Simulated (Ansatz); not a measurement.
## Electronic structure of BFH2···SiH4 in real space

Input

```
crystal:
  periodic: [false, false, false]
  atoms:
    - { symbol: B, position_ang: [0.0, 0.0, 0.0] }
    - { symbol: H, position_ang: [0.0, 0.0, 1.54] }
    - { symbol: H, position_ang: [1.0305, 0.0, -0.595] }
    - { symbol: F, position_ang: [-1.1431, 0.0, -0.66] }
    - { symbol: Si, position_ang: [0.094, -2.1331, 0.7095] }
    - { symbol: H, position_ang: [-0.6959, -2.9783, -0.1812] }
    - { symbol: H, position_ang: [1.4817, -2.5871, 0.7061] }
    - { symbol: H, position_ang: [-0.4425, -2.2202, 2.0645] }
    - { symbol: H, position_ang: [0.0384, -0.8711, 1.6809] }
basis:
  gaussian: { orbitals: def2-SVP }
hamiltonian:
  xc: b3lyp
  dispersion: d4
relax:
  f_tol: 0.15
  max_steps: 25
  restrain:
    - { distance: [0, 4], at: 3.15, k: 30.0 }
    - { distance: [8, 1], at: 1.86, k: 30.0 }
    - { distance: [0, 1], at: 1.19, k: 30.0 }
    - { distance: [8, 4], at: 1.46, k: 30.0 }
output:
  orbitals: {}
```

Command:

```sh
ansatz run input.yaml --threads 1 --pin off --max-ram 2048MiB --backend cpu --events-out ev --progress --plain --runs-dir out
```

The fields are those of the run's last geometry, not of the input's.

Not at a stationary point (largest force 0.5 eV/Å).

Method: RKS B3LYP-D4/def2-SVP in Ansatz.

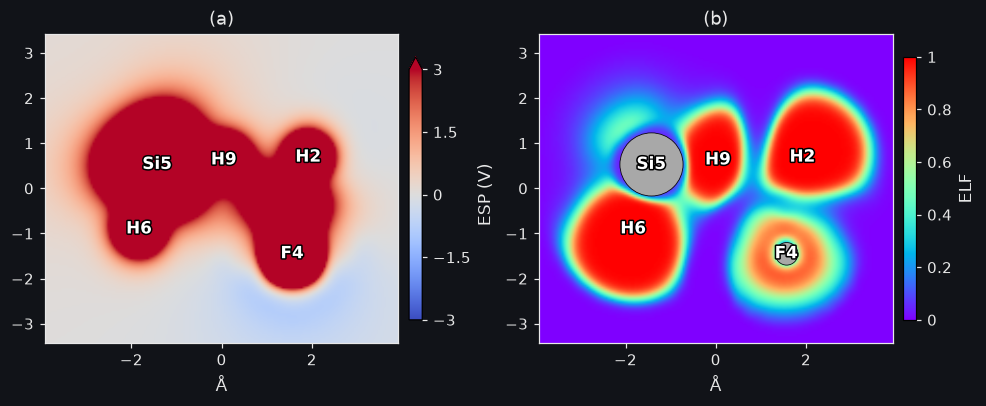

Figure 1. (a) molecular electrostatic potential; (b) electron localisation function on the plane of atoms H6, Si5 and H9. Grey discs cover the atomic cores in the ELF map.

Question: What does the map show?

Answer:
- Atoms in the plane: H, F and Si.
- Si–H (1.48 Å): the ELF climbs to about 1 towards the hydrogen, as it does in any bond to H.
- The ELF also peaks beside F4, away from the bonds: lone-pair regions.
- Outside the dense part of the complex the potential is most negative (−0.8 V) near F4.

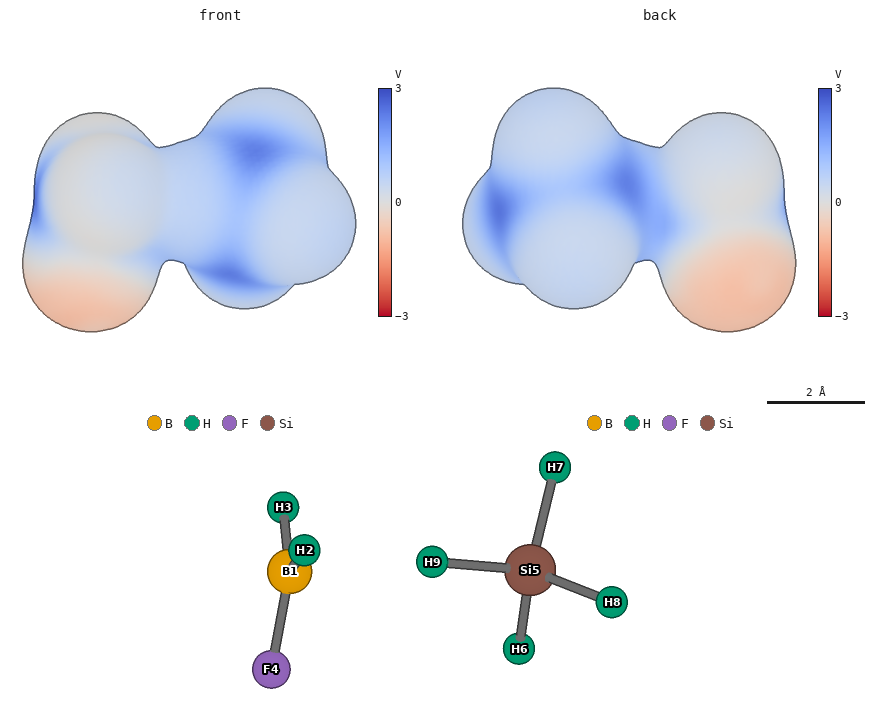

Figure 2. The molecular electrostatic potential painted on the density surface at 0.004 e/bohr³, seen from the front and from behind; red is negative and blue positive. The bare structure is drawn below in the same view.

Question: Which sites attract a positive test charge, and which a negative one?

Answer: A positive charge is drawn to the negative regions and a negative charge to the positive ones. The most negative region (about −0.8 V) lies over F4, the most positive (about +2.2 V) over B1 and Si5.

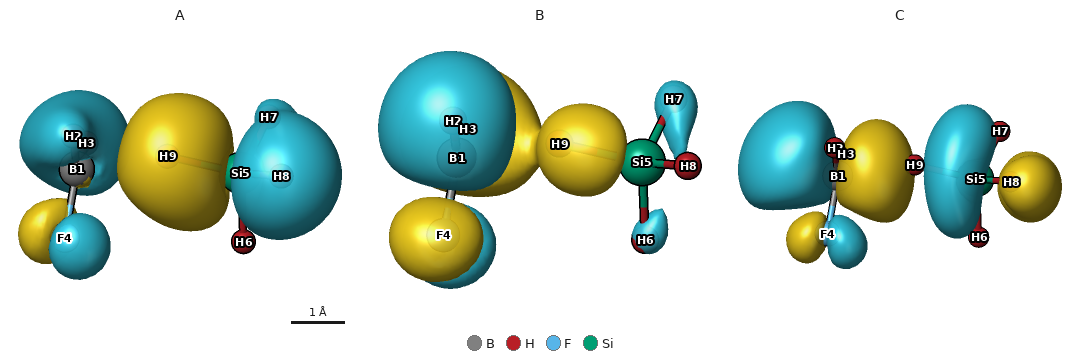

Figure 3. Three frontier orbitals at ±0.08 Å⁻³ᐟ² (yellow and cyan are the two phases), in no order.

Question: Which picture is the HOMO−1, the HOMO and the LUMO?

Answer: A is the HOMO−1 (−9.74 eV). By Hirshfeld shares it lies mainly on Si5 (about 30 %), H9 (about 20 %), H8 (about 15 %), B1 (about 10 %), H3 (about 10 %) and F4 (about 10 %). B is the HOMO (−8.72 eV). It lies mainly on B1 (about 30 %), H2 (about 25 %), F4 (about 20 %) and H3 (about 15 %). C is the LUMO (−0.88 eV). Its weight (Hirshfeld) is mainly on B1 (about 50 %), Si5 (about 20 %) and F4 (about 10 %).

Question: What is the HOMO–LUMO gap?

Answer: 7.84 eV between the orbital energies.
